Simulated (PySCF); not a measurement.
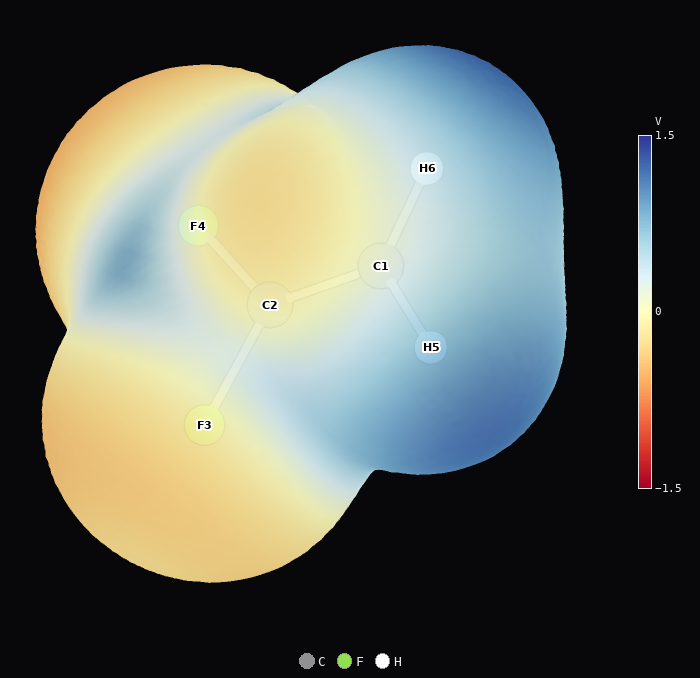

Figure. C2H2F2 (SMILES C=C(F)F). The molecular electrostatic potential painted on the density surface at 0.002 e/bohr³, seen at a tilt; the colour scale runs from red (negative) to blue (positive).

Geometry: GFN2-xTB, MD frame at 250 fs, 300 K.

The calculation used PBE0/pcSseg-1, SCF density, gas phase, non-relativistic (PySCF).

Input

```
{"job": {"kind": "nmr", "xc": "PBE0", "basis": "pcSseg-1", "pop": false}, "charge": 0, "multiplicity": 1}
C     -0.856000    -0.458700     0.205700
C      0.433800    -0.349500     0.278400
F      1.111700     0.732600    -0.068500
F      1.274000    -1.272700     0.803400
H     -1.376800     0.357500    -0.332900
H     -1.393900    -1.269400     0.554900
```

Launched as:

```sh
OMP_NUM_THREADS=1 python probes_run.py task.json out
```

Question: Which sites attract a positive test charge, and which a negative one?

Answer: A positive charge is drawn to the negative regions and a negative charge to the positive ones. The most negative region (about −0.6 V) lies over F4, the most positive (about +1.2 V) over H5 and H6.
